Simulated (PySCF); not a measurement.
Ionisation energy of P⁺ ([Ne] 3s² 3p² → [Ne] 3s² 3p). PySCF, aug-cc-pV(Q+d)Z, non-relativistic, unrestricted single determinants, no spin-orbit coupling. Methods marked “valence” freeze 10 core electrons.

By method:

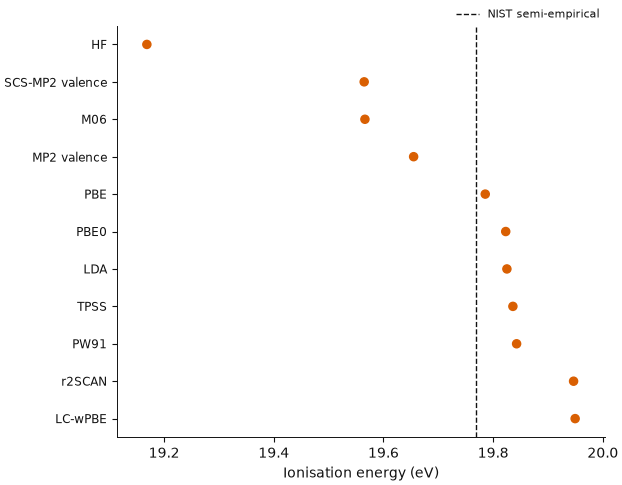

```tsv
Method	Ionisation energy (eV)
HF	19.169
LDA	19.825
PBE	19.786
PBE0	19.823
r2SCAN	19.947
TPSS	19.836
LC-wPBE	19.950
PW91	19.843
M06	19.566
MP2 valence	19.655
SCS-MP2 valence	19.565
```

The values run from 19.169 eV (HF) to 19.950 eV (LC-wPBE). The NIST semi-empirical value is 19.769 eV; nearest to it come PBE (+0.016) and PBE0 (+0.053), furthest HF (−0.601 eV). These values lack spin-orbit coupling; with the first-order correction of −0.0063 eV added, PBE comes nearest (+0.010).
